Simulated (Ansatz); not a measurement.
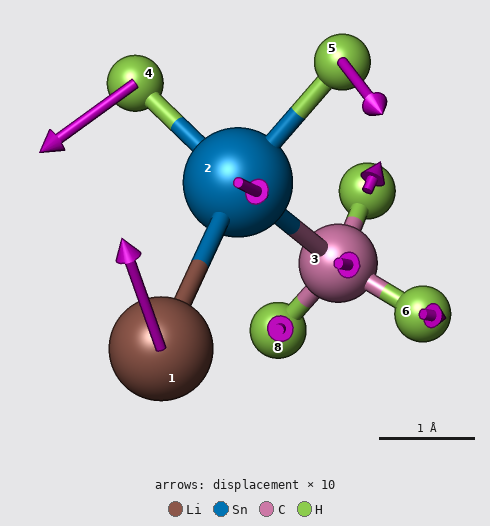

This is a relaxation of CH5LiSn. The starting structure is drawn; purple arrows show the displacements, magnified 10 times. The two geometries are superimposed by the best rigid fit.

A ball-and-stick model, seen from a free direction.

Computed with RKS PBE0-D4/def2-TZVP (Ansatz 0.2.0). Set-up: force threshold 0.005 eV/Å; at most 200 steps.

> What did the optimiser do to the structure, and how much energy did it gain?

The atom that moves furthest after the best rigid fit is the Li atom (0.14 Å). Largest moves by element: Li 0.14 Å, H 0.13 Å, Sn 0.07 Å, C 0.05 Å. Near-neighbour distances that change, for instance: C–Sn 2.201 → 2.179 Å, Li–Sn 2.614 → 2.634 Å, H–Sn 1.721 → 1.739 Å, C–H 1.081 → 1.090 Å. Bond angles that change, for instance: Li–Sn–H 122.7° → 115.3°, H–Sn–H 93.6° → 100.4°, Li–Sn–C 114.9° → 119.1°. The energy falls by 0.061 eV in 6 geometry steps. Largest force component: 0.42 eV/Å at the start, 0.0016 eV/Å at the end. Cost: 19 s on 2 threads of Arm Neoverse V1, with other jobs on the host.
